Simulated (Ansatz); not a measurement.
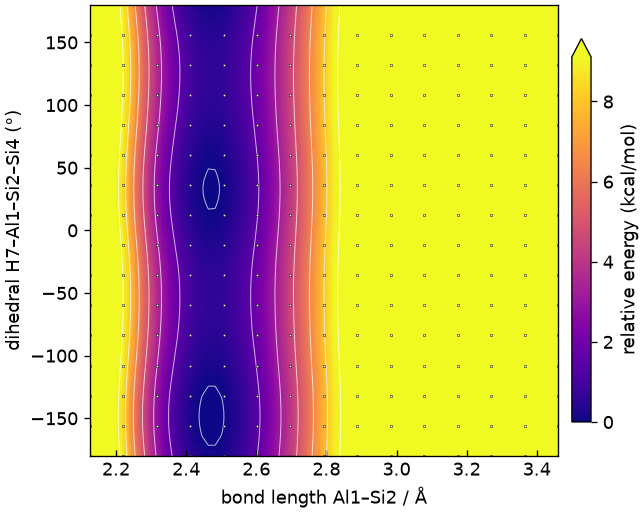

AlCl₂H₃SSi₂, SMILES [AlH2][SiH]1S[Si]1(Cl)Cl. First axis: bond length Al1–Si2. Second axis: dihedral H7–Al1–Si2–Si4. Nothing is relaxed (all other coordinates rigid). Grid: 15 × 15 points. Energies are in kcal/mol, from the lowest grid point. The calculation used Ansatz 0.2.0, RHF/def2-SVP.

The picture shows a smooth colour map with a few white contour lines, dots at the grid points, one colour for all values above the top of the scale. Between grid points the surface is interpolated.

Where is the minimum, and how stiff is the well along each coordinate?

The interpolated minimum is at bond length Al1–Si2 ≈ 2.471 Å, dihedral H7–Al1–Si2–Si4 ≈ −149°. The curvatures there are about 9 eV/Å² and 0.07 eV/rad², with a cross term of about 0 eV/(Å·rad). Round the minimum the two coordinates are nearly uncoupled. (1 eV is 23.1 kcal/mol.)
